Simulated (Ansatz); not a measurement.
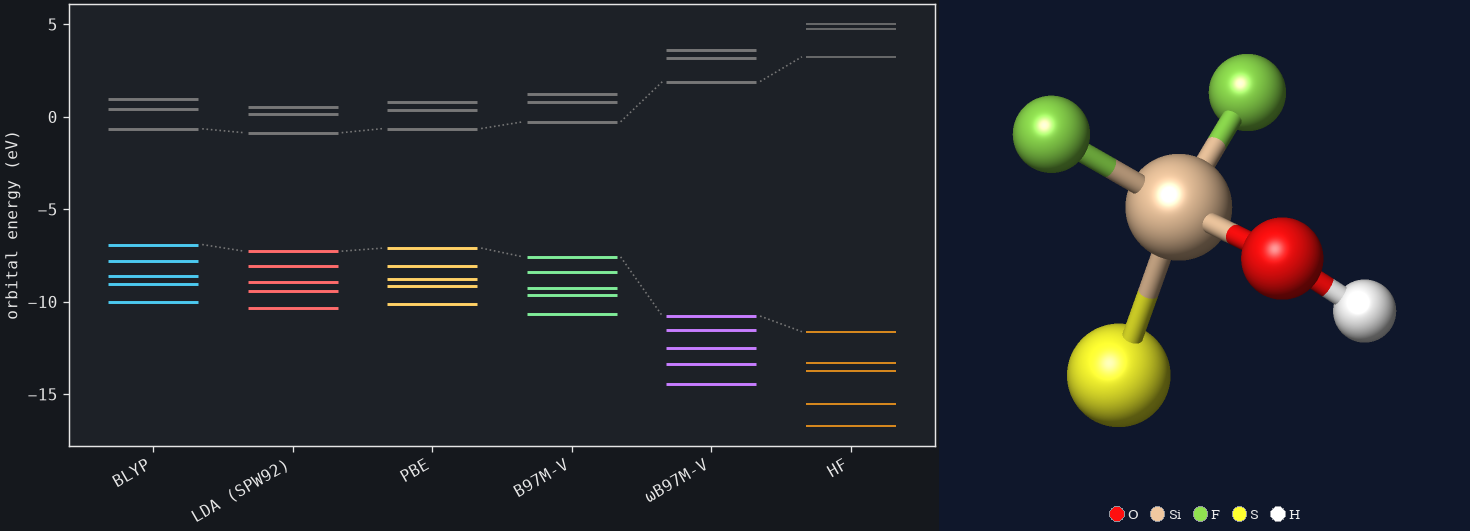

Frontier orbital energies (alpha spin) of SiHSOF₂, SMILES O[Si](F)(F)[S], doublet at one geometry, def2-TZVPP, the Ansatz code 0.2.0, at a PBE0-D4/def2-TZVP geometry (a minimum by its frequencies). Empty levels are grey, levels within 0.1 eV stand side by side; all columns show the same few orbitals around the gap. Dotted lines join the HOMOs and the LUMOs. HOMO and LUMO mean the alpha set's.

Q: How do the frontier levels move from column to column?

A: The separation grows from 6.26 eV (BLYP) to 14.87 eV (HF).

```
      level  HOMO (eV)  LUMO (eV)  separation (eV)
       BLYP      −6.91      −0.65             6.26
LDA (SPW92)      −7.27      −0.86             6.41
        PBE      −7.10      −0.64             6.46
     B97M-V      −7.57      −0.27             7.30
    ωB97M-V     −10.78       1.90            12.68
         HF     −11.62       3.24            14.87
```

Caveats, for all or some of the runs: empty levels above zero depend strongly on the basis.
